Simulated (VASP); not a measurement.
# A VASP study of TePt (PBEsol): structure first, properties next, part 2 of 6

What structure and properties does PBEsol give TePt, and how near are they to the measured ones? The start is a cell from a database of measured crystal structures.

VASP 6.6.1; PBEsol; plane waves and PAW (Te, Pt).

Still holding for the runs below: The k-mesh is coarse for a metal.

So far. Step 2 (Full relaxation (PBEsol)): It ends with a largest force of 0.009 eV/Å and a pressure of 0.03 GPa. The volume lies -0.9 % from that of the database's start, which holds the thermal and zero-point expansion of its experiment.

The database entry behind the starting cell differs from later determinations by our own check (c about 0.8 % long), so it need not match the best structure at ambient conditions.

## Step 3: Density, ELF and potential (PBEsol)

A single point on the relaxed cell gives a clean self-consistent state, with density, ELF and potential written out.

INCAR reads:

```
SYSTEM = TePt
PREC = Accurate
ENCUT = 400
EDIFF = 1E-06
NELM = 100
ISMEAR = 0
SIGMA = 0.05
LREAL = .FALSE.
ALGO = Normal
GGA = PS
NBANDS = 22
LASPH = .TRUE.
LORBIT = 11
LWAVE = .FALSE.
LCHARG = .TRUE.
ISIF = 2
LELF = .TRUE.
LVHAR = .TRUE.
```

POSCAR reads:

```
TePt
1.0
    1.9772619222      1.1415727030      6.6267833343
   -1.9772619222      1.1415727030      6.6267833343
    0.0000000000     -2.2831454061      6.6267833343
Te Pt
2 2
Direct
    0.5987281417      0.5987281417      0.5987281417
    0.4012718583      0.4012718583      0.4012718583
    0.8700474103      0.8700474103      0.8700474103
    0.1299525897      0.1299525897      0.1299525897
```

KPOINTS reads:

```
Automatic mesh
0
Gamma
7 7 7
0 0 0
```

PAW data sets: Te and Pt (PBE family, release 64).

On the command line:

```bash
> mpirun -np 4 vasp_std
```

What it wrote:

```text
[banner, memory and clock lines left out]
running    4 mpi-ranks, on    1 nodes
 distrk:  each k-point on    4 cores,    1 groups
 distr:  one band on    1 cores,    4 groups

 POSCAR found type information on POSCAR TePt
 POSCAR found :  2 types and       4 ions
 [... a notice as in an earlier step ...]

 LDA part: xc-table for (Slater+PW92), standard interpolation
|                                                                             |
|           W    W    AA    RRRRR   N    N  II  N    N   GGGG   !!!           |
|           W    W   A  A   R    R  NN   N  II  NN   N  G    G  !!!           |
|           W    W  A    A  R    R  N N  N  II  N N  N  G       !!!           |
|           W WW W  AAAAAA  RRRRR   N  N N  II  N  N N  G  GGG   !            |
|           WW  WW  A    A  R   R   N   NN  II  N   NN  G    G                |
|           W    W  A    A  R    R  N    N  II  N    N   GGGG   !!!           |
|                                                                             |
|     The number of bands has been changed from the values supplied in        |
|     The orbitals not found in the WAVECAR file will be initialized with     |
|     random numbers, which is usually adequate. For correlated               |
|     calculations, however, you should redo the groundstate calculation.     |
|     I found NBANDS = 22. Now, NBANDS = 24.                                  |
|                                                                             |

 POSCAR, INCAR and KPOINTS ok, starting setup
 FFT: planning ... GRIDC
 FFT: planning ... GRID_SOFT
 FFT: planning ... GRID
 WAVECAR not read
 entering main loop
       N       E                     dE             d eps       ncg     rms          rms(c)
DAV:   1     0.135477511905E+03    0.13548E+03   -0.12059E+04  2112   0.957E+02
DAV:   2    -0.175710489176E+02   -0.15305E+03   -0.14153E+03  2552   0.202E+02
DAV:   3    -0.230552153192E+02   -0.54842E+01   -0.54249E+01  2560   0.389E+01
DAV:   4    -0.231246307235E+02   -0.69415E-01   -0.69401E-01  2608   0.480E+00
DAV:   5    -0.231257536080E+02   -0.11229E-02   -0.11228E-02  2592   0.560E-01    0.166E+01
DAV:   6    -0.225294808916E+02    0.59627E+00   -0.17782E+00  2320   0.106E+01    0.935E+00
DAV:   7    -0.224110468184E+02    0.11843E+00   -0.31629E-01  2240   0.517E+00    0.321E+00
DAV:   8    -0.223639491785E+02    0.47098E-01   -0.12434E-01  2304   0.292E+00    0.108E+00
DAV:   9    -0.223635762878E+02    0.37289E-03   -0.12081E-02  2472   0.633E-01    0.377E-01
DAV:  10    -0.223629934149E+02    0.58287E-03   -0.28347E-03  2440   0.350E-01    0.125E-01
DAV:  11    -0.223629543751E+02    0.39040E-04   -0.14007E-04  2424   0.640E-02    0.567E-02
DAV:  12    -0.223629525083E+02    0.18669E-05   -0.12977E-05  2592   0.244E-02    0.413E-02
DAV:  13    -0.223629510589E+02    0.14494E-05   -0.37961E-06  2352   0.145E-02    0.113E-02
DAV:  14    -0.223629507539E+02    0.30497E-06   -0.87661E-07  1208   0.563E-03
   1 F= -.22362951E+02 E0= -.22361654E+02  d E =-.259345E-02
```

Run time: 33 s. Hardware: 4 MPI ranks of AMD EPYC 9R45, shared host; peak memory 0.69 GiB.

From OUTCAR (step 3):

```text
  LATTYP: Found a trigonal (rhomboedric) cell.
 ALAT       =     7.0090662934
 COS(alpha) =     0.8408384844

The static configuration has the point symmetry D_3d.

 Found     44 irreducible k-points:

   k-points           NKPTS =     44   k-points in BZ     NKDIM =     44   number of bands    NBANDS=     24

   ENCUT  =  400.0 eV  29.40 Ry    5.42 a.u.  11.43 11.43 11.43*2*pi/ulx,y,z

   NELECT =      32.0000    total number of electrons

 E-fermi :   8.3682

 k-point     1 :       0.0000    0.0000    0.0000
  band No.  band energies     occupation
    ...
      9       5.3666      2.00000
     10       5.3666      2.00000
     11       6.4713      2.00000
     12       6.4713      2.00000
     13       6.6924      2.00000
     14       9.0641      0.00000
     15       9.0641      0.00000
     16       9.3080      0.00000
     17       9.6500      0.00000
     18      11.3003      0.00000
    ...

 k-point     2 :       0.1429   -0.0000   -0.0000
  band No.  band energies     occupation
    ...
     10       5.0718      2.00000
     11       6.4237      2.00000
     12       6.4760      2.00000
     13       6.7514      2.00000
     14       7.6258      2.00000
     15       8.9632      0.00000
     16       9.4128      0.00000
     17      10.0016      0.00000
     18      10.7641      0.00000
     19      10.8611      0.00000
    ...

  Total        0.0133153      0.0133153      0.0019591      0.0000000     -0.0000000      0.0000000
  in kB        0.2377050      0.2377050      0.0349739      0.0000000     -0.0000000      0.0000000
  external PRESSURE =       0.1701279 kB  Pullay stress =       0.0000000 kB

 POSITION                                       TOTAL-FORCE (eV/Angst)
 -----------------------------------------------------------------------------------
      0.00000     -0.00000     11.90293         0.000000     -0.000000      0.008780
      0.00000     -0.00000      7.97742         0.000000      0.000000     -0.008780
      0.00000     -0.00000     17.29685         0.000000      0.000000     -0.006535
      0.00000     -0.00000      2.58350         0.000000     -0.000000      0.006535
 -----------------------------------------------------------------------------------
    total drift:                                0.000000     -0.000000      0.000000

  FREE ENERGIE OF THE ION-ELECTRON SYSTEM (eV)
  ---------------------------------------------------
  free  energy   TOTEN  =       -22.3629507539 eV

  energy  without entropy=      -22.3603572995  energy(sigma->0) =      -22.36165403

[... 4 parts as in an earlier step ...]

[... 7 further parts left out ...]
```

Numbers from this step:

- SCF cycles: 14
- bands: 24
- pressure: 0.01701 GPa

Valence electrons inside each PAW sphere by angular momentum. Sphere charges, by row:

| atom | s (e) | p (e) | d (e) | tot (e) |
| --- | --- | --- | --- | --- |
| Te1 | 1.392 | 1.846 | 0.091 | 3.328 |
| Te2 | 1.392 | 1.846 | 0.091 | 3.328 |
| Pt3 | 0.685 | 0.595 | 8.138 | 9.418 |
| Pt4 | 0.685 | 0.595 | 8.138 | 9.418 |

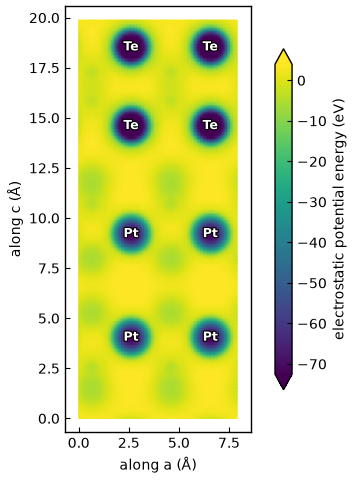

Electrostatic potential energy in the ac plane of the conventional cell at fractional y = 0.333, with atoms of Te and Pt within 0.2 Å of it. With pseudopotentials it is smooth inside the atoms' cores, unlike the true potential.

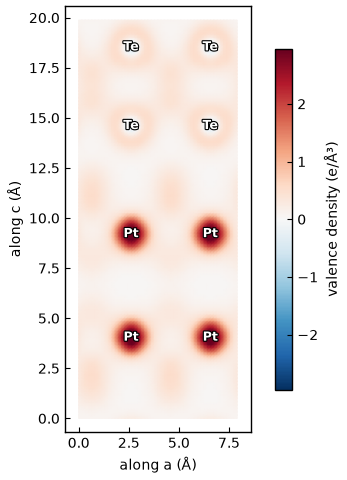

Valence density in the ac plane of the conventional cell at fractional y = 0.333, with atoms of Te and Pt within 0.2 Å of it. It is the smooth field of the valence electrons, not physical close to the nuclei.

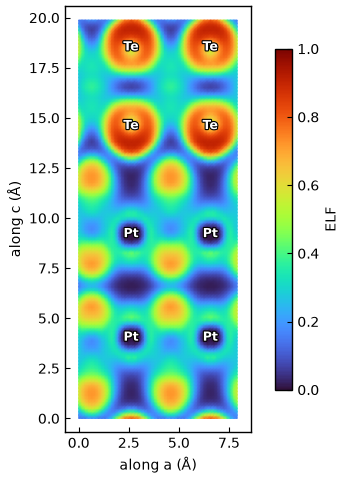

ELF in the ac plane of the conventional cell at fractional y = 0.333, with atoms of Te and Pt within 0.2 Å of it. It is the smooth field of the valence electrons, not physical close to the nuclei.

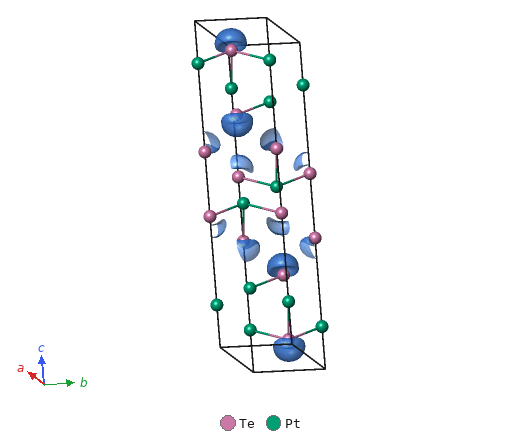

Surface of ELF = 0.83. Bonds to atoms that aren't drawn are left out.

In this run the pressure is 0.02 GPa, small enough to go on.

## Step 4: Bands along the symmetry lines (PBEsol)

The mesh alone shows little of the dispersion and can miss band extrema, so KPOINTS_OPT adds a path through the symmetry points after the self-consistent cycle.

INCAR reads:

```
SYSTEM = TePt
PREC = Accurate
ENCUT = 400
EDIFF = 1E-06
NELM = 100
ISMEAR = 0
SIGMA = 0.05
LREAL = .FALSE.
ALGO = Normal
GGA = PS
NBANDS = 30
LASPH = .TRUE.
LORBIT = 11
LWAVE = .FALSE.
LCHARG = .FALSE.
KPAR = 4
```

POSCAR is that of step 3.

KPOINTS is that of step 3.

KPOINTS_OPT reads:

```
Line mode
16
Line-mode
Reciprocal
  0.00000000   0.00000000   0.00000000 GAMMA
  0.50000000   0.00000000   0.00000000 L

  0.50000000   0.00000000   0.00000000 L
  0.50000000   0.18645050  -0.18645050 B1

  0.81354950   0.50000000   0.18645050 B
  0.50000000   0.50000000   0.50000000 Z

  0.50000000   0.50000000   0.50000000 Z
  0.00000000   0.00000000   0.00000000 GAMMA

  0.00000000   0.00000000   0.00000000 GAMMA
  0.34322525   0.00000000  -0.34322525 X

  0.65677475   0.34322525   0.00000000 Q
  0.50000000   0.50000000   0.00000000 F

  0.50000000   0.50000000   0.00000000 F
  0.65677475   0.65677475   0.18645050 P1

  0.65677475   0.65677475   0.18645050 P1
  0.50000000   0.50000000   0.50000000 Z

  0.50000000   0.00000000   0.00000000 L
  0.81354950   0.34322525   0.34322525 P
```

On the command line:

```bash
> mpirun -np 4 vasp_std
```

What it wrote:

```text
[banner, memory and clock lines left out]
running    4 mpi-ranks, on    1 nodes
 distrk:  each k-point on    1 cores,    4 groups
 distr:  one band on    1 cores,    1 groups

 POSCAR found type information on POSCAR TePt
 POSCAR found :  2 types and       4 ions
 [... a notice as in an earlier step ...]

 LDA part: xc-table for (Slater+PW92), standard interpolation
 POSCAR, INCAR and KPOINTS ok, starting setup
 FFT: planning ... GRIDC
 FFT: planning ... GRID_SOFT
 FFT: planning ... GRID
 WAVECAR not read
 entering main loop
       N       E                     dE             d eps       ncg     rms          rms(c)
DAV:   1     0.134619767704E+03    0.13462E+03   -0.11701E+04  2640   0.765E+02
DAV:   2    -0.172055129786E+02   -0.15183E+03   -0.14057E+03  2992   0.178E+02
DAV:   3    -0.230587006456E+02   -0.58532E+01   -0.57770E+01  3258   0.335E+01
DAV:   4    -0.231241960314E+02   -0.65495E-01   -0.65478E-01  3056   0.396E+00
DAV:   5    -0.231257404141E+02   -0.15444E-02   -0.15444E-02  3122   0.591E-01    0.166E+01
DAV:   6    -0.225309706013E+02    0.59477E+00   -0.13800E+00  3042   0.844E+00    0.935E+00
DAV:   7    -0.224136765858E+02    0.11729E+00   -0.18877E-01  2882   0.415E+00    0.332E+00
DAV:   8    -0.223637500948E+02    0.49926E-01   -0.10528E-01  2976   0.247E+00    0.971E-01
DAV:   9    -0.223634879460E+02    0.26215E-03   -0.10323E-02  3072   0.482E-01    0.279E-01
DAV:  10    -0.223629991854E+02    0.48876E-03   -0.16305E-03  3058   0.234E-01    0.159E-01
DAV:  11    -0.223629519853E+02    0.47200E-04   -0.11871E-04  3074   0.502E-02    0.654E-02
DAV:  12    -0.223629508871E+02    0.10982E-05   -0.10964E-05  3082   0.189E-02    0.339E-02
DAV:  13    -0.223629508104E+02    0.76688E-07   -0.12896E-06  2342   0.663E-03
   1 F= -.22362951E+02 E0= -.22361654E+02  d E =-.259356E-02
 Start KPOINTS_OPT (optional k-point list driver)
k-point batch [1-44\144]
       N       E                     dE             ncg
DAV:   1     0.123872859112E+05   -0.17731E+05     2640
DAV:   2     0.576474568103E+04   -0.66225E+04     3072
DAV:   3     0.551555063755E+04   -0.24920E+03     3154
DAV:   4     0.551246205047E+04   -0.30886E+01     3054
DAV:   5     0.551238678802E+04   -0.75262E-01     3212
DAV:   6     0.551238415920E+04   -0.26288E-02     3068
DAV:   7     0.551238405303E+04   -0.10617E-03     3220
DAV:   8     0.551238404851E+04   -0.45205E-05     2456
DAV:   9     0.551238404830E+04   -0.20226E-06     2000
[...]
k-point batch [133-144\144]
       N       E                     dE             ncg
DAV:   1     0.261566677513E+05   -0.72655E+04      720
DAV:   2     0.243713641605E+05   -0.17853E+04      832
DAV:   3     0.243103336319E+05   -0.61031E+02      890
DAV:   4     0.243095812634E+05   -0.75237E+00      888
DAV:   5     0.243095650114E+05   -0.16252E-01      868
DAV:   6     0.243095644408E+05   -0.57058E-03      920
DAV:   7     0.243095644223E+05   -0.18445E-04      850
DAV:   8     0.243095644216E+05   -0.76328E-06      674
```

Wall time 1.7 min (4 MPI ranks); peak memory 1.4 GiB.

Parts of OUTCAR (step 4):

```text
The static configuration has the point symmetry D_3d.

 Found     44 irreducible k-points:

   k-points           NKPTS =     44   k-points in BZ     NKDIM =     44   number of bands    NBANDS=     30

   NELECT =      32.0000    total number of electrons

 E-fermi :   8.3682

 k-point     1 :       0.0000    0.0000    0.0000
  band No.  band energies     occupation
    ...
      9       5.3665      2.00000
     10       5.3665      2.00000
     11       6.4711      2.00000
     12       6.4711      2.00000
     13       6.6922      2.00000
     14       9.0641      0.00000
     15       9.0641      0.00000
     16       9.3080      0.00000
     17       9.6499      0.00000
     18      11.3003      0.00000
    ...

 k-point     2 :       0.1429   -0.0000   -0.0000
  band No.  band energies     occupation
    ...
     10       5.0717      2.00000
     11       6.4236      2.00000
     12       6.4759      2.00000
     13       6.7513      2.00000
     14       7.6258      2.00000
     15       8.9632      0.00000
     16       9.4128      0.00000
     17      10.0016      0.00000
     18      10.7640      0.00000
     19      10.8611      0.00000
    ...

  Total        0.0163875      0.0163875      0.0055228      0.0000000     -0.0000000      0.0000000
  in kB        0.2925508      0.2925508      0.0985941      0.0000000     -0.0000000      0.0000000
  external PRESSURE =       0.2278986 kB  Pullay stress =       0.0000000 kB

 POSITION                                       TOTAL-FORCE (eV/Angst)
 -----------------------------------------------------------------------------------
      0.00000     -0.00000     11.90293         0.000000     -0.000000      0.008970
      0.00000     -0.00000      7.97742         0.000000      0.000000     -0.008970
      0.00000     -0.00000     17.29685         0.000000      0.000000     -0.006167
      0.00000     -0.00000      2.58350         0.000000     -0.000000      0.006167
 -----------------------------------------------------------------------------------
    total drift:                                0.000000     -0.000000      0.000000

  FREE ENERGIE OF THE ION-ELECTRON SYSTEM (eV)
  ---------------------------------------------------
  free  energy   TOTEN  =       -22.3629508104 eV

  energy  without entropy=      -22.3603572471  energy(sigma->0) =      -22.36165403

[... 8 parts as in an earlier step ...]

[... 5 further parts left out ...]
```

Spin-orbit coupling is off here; with elements this heavy it splits and shifts levels by tenths of an eV or more.

Numbers from this step:

* SCF cycles: 13
* bands: 30
* pressure: 0.02279 GPa

The electronic bands at the labelled points (eV, zero at the Fermi level; # counts the bands kept, so #1 is VASP's band 3):

| point | #11 | #12 | #13 | #14 | #15 | #16 | #17 | #18 |
| --- | --- | --- | --- | --- | --- | --- | --- | --- |
| Γ | -1.68 | 0.70 | 0.70 | 0.94 | 1.28 | 2.93 | 2.93 | 4.64 |
| L | -2.45 | -1.94 | -1.78 | -0.99 | 0.38 | 1.37 | 2.01 | 3.84 |
| B1 | -2.29 | -2.00 | -1.22 | -1.19 | -0.30 | 1.20 | 3.41 | 3.45 |
| jump to B | -2.29 | -2.00 | -1.22 | -1.19 | -0.30 | 1.20 | 3.41 | 3.45 |
| Z | -1.62 | -1.61 | 1.30 | 1.30 | 1.97 | 1.97 | 3.60 | 4.60 |
| Γ | -1.68 | 0.70 | 0.70 | 0.94 | 1.28 | 2.93 | 2.93 | 4.64 |
| X | -2.26 | -2.01 | -1.47 | -0.73 | -0.67 | 1.26 | 3.09 | 4.14 |
| jump to Q | -2.26 | -2.01 | -1.47 | -0.73 | -0.67 | 1.26 | 3.09 | 4.14 |
| F | -2.42 | -1.73 | -1.73 | -1.33 | -1.10 | 2.64 | 3.93 | 4.83 |
| P1 | -2.25 | -1.72 | -1.55 | -1.48 | -0.79 | 2.35 | 2.88 | 4.82 |
| Z | -1.62 | -1.61 | 1.30 | 1.30 | 1.97 | 1.97 | 3.60 | 4.60 |
| jump to L | -2.45 | -1.94 | -1.78 | -0.99 | 0.38 | 1.37 | 2.01 | 3.84 |
| P | -2.25 | -1.72 | -1.55 | -1.48 | -0.79 | 2.35 | 2.88 | 4.82 |

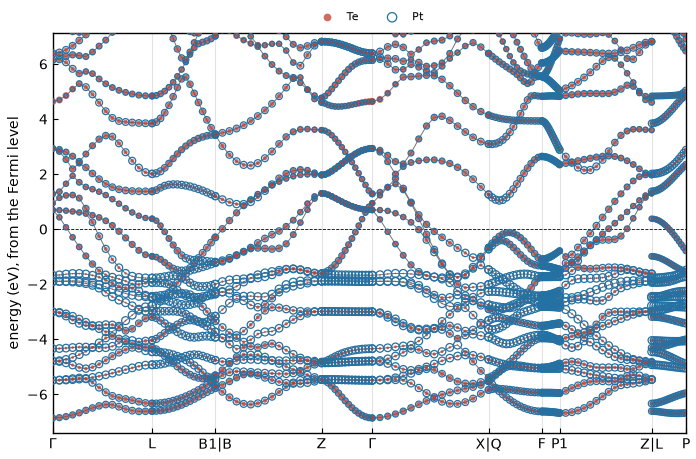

Electronic bands along the path; dots are coloured as in the legend, and their area grows with the weight.

There is no gap at this level.

(Continued in part 3 of 6.)

[Lines on the potential files, build, host, timing and source positions are cut from VASP's logs without a mark.]

[Logs are printed without paths, hosts, clocks, repeated set-up lines and the standing remarks that a program may print on its own settings, such as how far it seeks lower states.]

[Hosts, paths, dates, database ids (printed as entryN), source tags and the programs' standing remarks are cut or masked in the printed files.]

[Measured values are set beside computed ones only where the two were judged alike; some that the calculation misses by far are left out.]
